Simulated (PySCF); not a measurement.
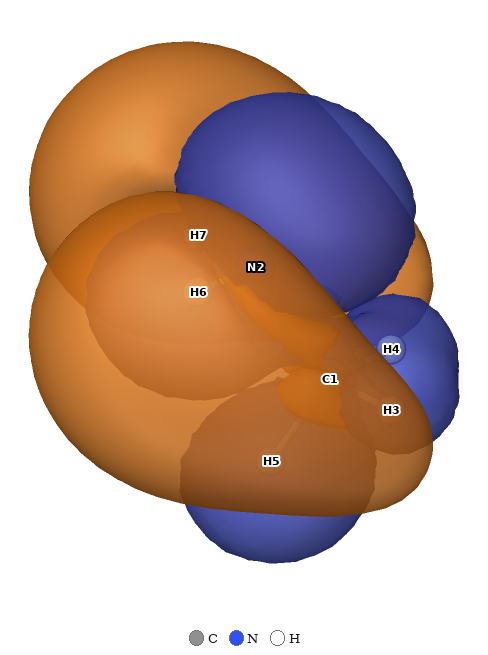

Figure 1: CH₅N, SMILES `CN`. Unrelaxed difference density of S₃ less the ground state (TDA singlet states), ±0.005 e/Å³; orange: gain, blue: loss.

Computed with PySCF, PBE0/aug-cc-pVDZ, geometry: GFN2-xTB. No frequency check shows the geometry to be a minimum.

The calculation's input:

```python
import numpy as np
from pyscf import gto, scf, dft, tdscf
from pyscf.scf import atom_ks, atom_hf
from scipy.linalg import block_diag

def solve(mol, dm0=None, hcore=None):
    mf = (dft.UKS if mol.spin else dft.RKS)(mol, xc='pbe0')
    mf.grids.level = 3
    mf = mf.density_fit(auxbasis='def2-universal-jkfit')
    mf.conv_tol, mf.max_cycle = 1e-8, 80
    if hcore is not None:
        mf.get_hcore = lambda *args: hcore
    mf.kernel(dm0)
    if not mf.converged:
        mf = mf.newton().run(mf.mo_coeff, mf.mo_occ, max_cycle=30)
    assert mf.converged, 'SCF not converged'
    return mf

mol = gto.M(atom='''
C      0.70297     0.00004    -0.01586
N     -0.74311    -0.00008     0.12064
H      1.09860    -0.88406     0.48327
H      1.09890     0.88319     0.48403
H      1.06198     0.00053    -1.05538
H     -1.13793    -0.81842    -0.33099
H     -1.13764     0.81903    -0.33028
''', basis='aug-cc-pvdz', charge=0, spin=0, verbose=4)
mf = solve(mol)
td = mf.TDA()
td.nstates, td.singlet, td.conv_tol = 6, True, 1e-5
td.kernel()
td.analyze()
x, y = np.array([p[0] for p in td.xy]), np.array([p[1] + 0 * p[0] for p in td.xy])
f, mu = td.oscillator_strength(), td.transition_dipole()
nto = [td.get_nto(state=i + 1, verbose=4) for i in range(len(td.e))]
# spherically averaged free atoms, for the promolecule
atm = atom_ks.get_atm_nrks(mol, xc='pbe0')
pro = block_diag(*[(atm[a[0]][2] * atm[a[0]][3]) @ atm[a[0]][2].T for a in mol._atom])
np.savez('result.npz', e=td.e, f=f, ok=td.converged, w=[n[0] for n in nto], nto=[n[1] for n in nto], x=x, y=y, c=mf.mo_coeff, occ=mf.mo_occ, eps=mf.mo_energy, pro=pro, mu=mu)
```

Run with:

```sh
OMP_NUM_THREADS=1 python input.py
```

The run took 43 s on 1 thread of Arm Neoverse V2 (shared host), peak memory 0.48 GiB.

How does the charge move on excitation?

0.92 e is displaced in all, largely into diffuse regions outside the molecule. The state: 6.47 eV (192 nm), f = 0.002 (very weak), diffuse (Rydberg-like) orbital; the leading pair carries 100 %; hole on N2 (66 %), C1 (11 %) and H5 (8 %), electron on H6 and H7 (22 % each), C1 (13 %) and H3 and H4 (12 % each) (atom shares of so diffuse an orbital are rough); their centroids lie 0.3 Å apart.
